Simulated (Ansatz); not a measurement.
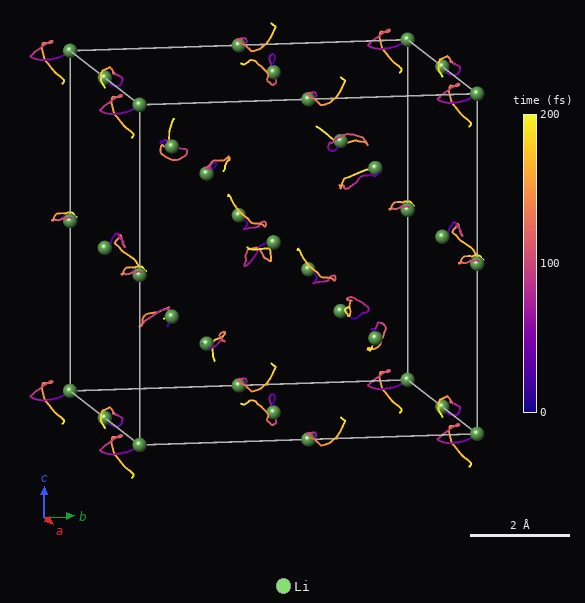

First-principles dynamics of a 16-atom cell of Li, 200 fs long. The cell was cut from the bcc crystal. Lines trace each atom's path, coloured by time; spheres stand at the starting positions. Seen slightly off an axis in the simulation cell.

The calculation used DFT PBE-D3(BJ), scalar-relativistic, plane waves, PAW (Ansatz). Run with plane-wave cutoff 420 eV; k-point mesh 3 × 3 × 3; Fermi-Dirac smearing 0.16 eV; low-accuracy preset; Langevin thermostat (NVT); set temperature 300 K, then to 1800 K over 200 steps; time step 1 fs; friction 0.02 per fs.

> How do the atoms move?

In the second half of the run the atoms are, in the root-mean-square, this far from where they began (common drift taken out): Li 0.51 Å. That is small against the typical shortest distance between atoms in the first frame, about 3.0 Å: the atoms vibrate about their sites and the arrangement holds. Under the programmed temperature the kinetic temperature goes from 268 K (first eighth) to 1256 K (last eighth), with a peak of 1546 K. That is well off the final set point of 1800 K. The potential energy in the second half lies on average 93.0 meV per atom above the first frame.

Limits of the set-up: the program's low-accuracy preset was used.

Cost: 25 min on 1 thread of AMD EPYC 7R13 Processor (Zen 3) (shared host), peak memory 0.64 GiB.
